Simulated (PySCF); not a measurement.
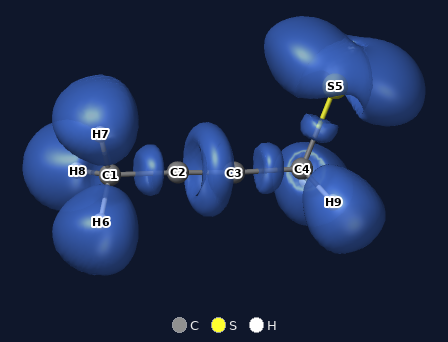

Figure 1: C4H5S (doublet). Isosurface of the ELF at 0.8 (blue), seen at a tilt. Core shells and regions of very low density are left out.

Geometry: GFN2-xTB.

The calculation used PySCF 2.14.0, density-fitted response routines, UKS B3LYP, pcH-1 on C H S, non-relativistic, mean-field spin-orbit, GIAO.

```xyz
10

C    -2.0606    0.2284   -0.1444
C    -0.6303    0.0374   -0.2035
C     0.5510   -0.1607   -0.2809
C     1.9805   -0.3314   -0.3091
S     2.8241    0.9654    0.6390
H    -2.5608   -0.7347   -0.0467
H    -2.3139    0.8473    0.7158
H    -2.4104    0.7219   -1.0507
H     2.2660   -1.2878    0.1367
H     2.3632   -0.2811   -1.3317
```

**Where are the electrons localised?**

The ELF exceeds this value in three regions between bonded C–C atoms (shared pairs), one region between bonded C–S atoms (shared pairs), five regions around hydrogen nuclei and one ring or bowl of non-bonding electrons around S. Along the contacts the grid gives the following. C–C (1.20 Å): the ELF peaks at about 0.90 between the atoms: a short, multiple covalent bond. C–S (1.81 Å): the ELF peaks at about 0.90 between the atoms: localised, covalent bonding.
